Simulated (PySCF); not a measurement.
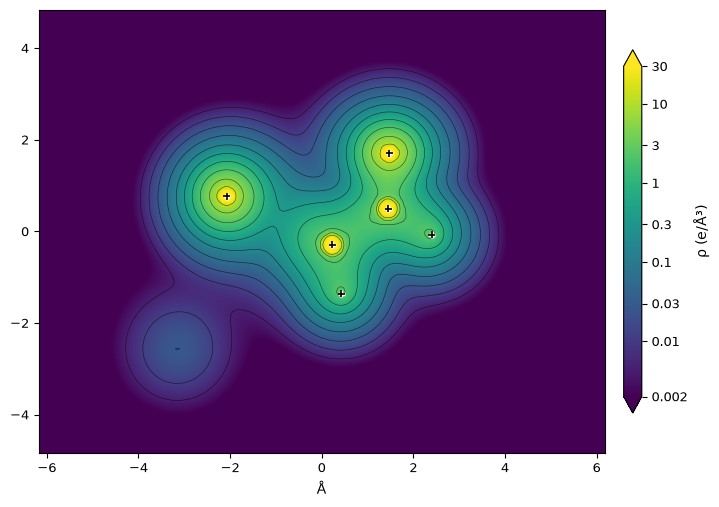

The electron density on a plane through atoms (crosses mark nuclei in the plane).

These are results of CAM-B3LYP/def2-SVPD, SCF density, gas phase (PySCF 2.14.0), not measurements.

Candidates:
A. C₂H₈O₃Si₃
B. Al₂F₄H₄N₂
C. C₄H₆F₄

### Which system is this?

Candidate A: C₂H₈O₃Si₃ on the plane of atoms O1, C2 and C3, which holds O, C and H. C–O (1.21 Å): ρ is about 3.3 e/Å³ halfway. C–C (1.45 Å): ρ at the midpoint is about 1.9 e/Å³.
